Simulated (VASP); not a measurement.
Band structure of ZnCd3Se4 (space group P-43m). Method: LDA (Ceperley-Alder, Perdew-Zunger), VASP's LDA PAW potentials (set 64) (plane waves; VASP 6.6.1).

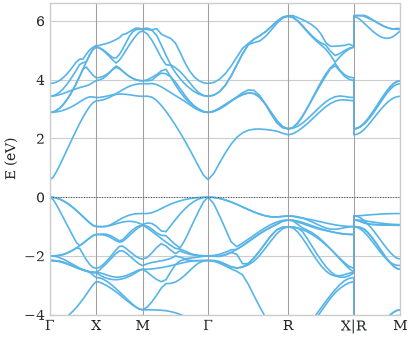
Figure. Bands along high-symmetry lines, zero at the valence-band maximum or, without a gap, the Fermi level

Question: Read the plot: is there a gap, and where are the band edges?

Answer: The gap is direct, 0.59 eV, from the valence maximum at Γ to the conduction minimum at Γ. (Edges off the drawn lines would not show.)

The structure comes from a computed database's ZnCd3Se4 entry (P-43m); how it stands against other phases isn't given here. It was relaxed first, which changed the volume by -6 %.
